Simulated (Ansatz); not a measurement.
Input

```
crystal:
  periodic: [false, false, false]
  atoms:
    - {symbol: N, position_ang: [-0.531873, -0.074939, -2.582946]}
    - {symbol: N, position_ang: [0.356877, -0.253450, -1.978685]}
    - {symbol: Te, position_ang: [-0.524811, -0.096020, 1.993532]}
    - {symbol: H, position_ang: [0.744240, -0.893057, 1.290394]}
    - {symbol: H, position_ang: [-0.044434, 1.317466, 1.277805]}
basis:
  gaussian: {orbitals: "def2-TZVPPD.json"}
hamiltonian: {xc: pbe0, dispersion: d4}
output: {orbitals: {seedname: orbitals}}
```

Launched as:

```sh
ansatz run in.yaml --threads 2 --pin off --events-out ev --progress --plain --max-ram 5222MiB
```

Geometry: PBE0-D4/def2-TZVP; core potentials replace the inner electrons of Te.

Method: Ansatz 0.2.0, RKS PBE0-D4/def2-TZVPPD.

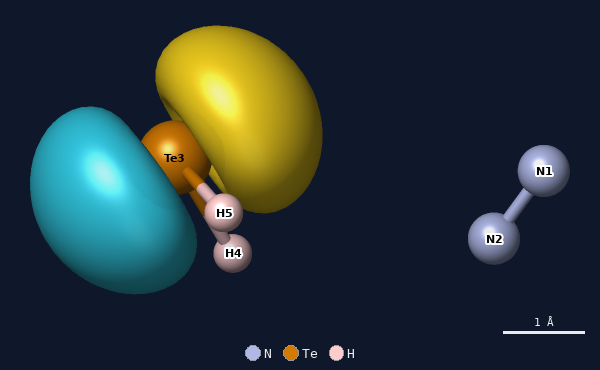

N₂···H₂Te. One frontier orbital at ±0.15 Å⁻³ᐟ² (yellow and cyan are the two phases), seen from one side.

Which orbital is it: HOMO or LUMO?

The HOMO, at −6.60 eV. By Hirshfeld shares it lies mainly on Te3 (about 95 %).
